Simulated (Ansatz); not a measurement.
TiO2 (rutile), scan of one atom of the cell

TiO2 (rutile)

```
CELL_PARAMETERS angstrom
      4.59159     0.00000     0.00000
      0.00000     4.59159     0.00000
      0.00000     0.00000     2.93910
ATOMIC_POSITIONS crystal
  Ti 0.00000 0.00000 0.00000
  Ti 0.50000 0.50000 0.50000
  O  0.30442 0.30442 0.00000
  O  0.80442 0.19558 0.50000
  O  0.19558 0.80442 0.50000
  O  0.69558 0.69558 0.00000
```

In each cell atom 1 (Ti, nearest neighbour O at 1.942 Å; its periodic images, 2.9 Å or more away, move with it) moves by s·(1.000, 0.000, 0.000) (along Cartesian x), the rest being held.

These are PBEsol (plane waves to 420 eV, PAW, scalar-relativistic; Ansatz, a quantum-chemistry and plane-wave program) values and carry that method's errors. k mesh 6×6×9 (Γ-centred), Fermi-Dirac smearing 0.05 eV. Energies are smeared free energies. Left out: 4 of 11 points, with atoms too close for the PAW data. The PAW data are Ansatz's earlier set. TiO2 is run without spin polarisation. TiO2 was relaxed with its symmetry unable to fall. ΔE is measured from the undisplaced structure.

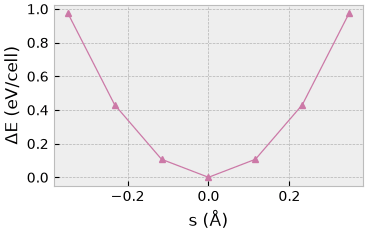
Fig. 1. ΔE (eV/cell) against s (Å); computed points joined by lines.

The force along the line at s = -0.348 Å comes out as 5.65 eV/Å and the energy at s = 0.348 Å is 977 meV/cell. The force constant k = d²E/ds² at s = 0 (finite differences) is 15.9 eV/Å². Harmonic estimate at the end of the scan: ½ks² = 962 meV/cell against the computed 977 meV/cell, so the well is close to harmonic there. Shape of the curve: a single well with its minimum at or next to zero displacement.

The forces along the line at the two nearest points give (1.850 − (-1.850)) / (2·0.116) = 15.95 eV/Å²; the next pair corrects for the finite step.

(For displaced atoms, the force is minus the slope of the energy, and its curvature is a force constant, which sets phonon frequencies.)
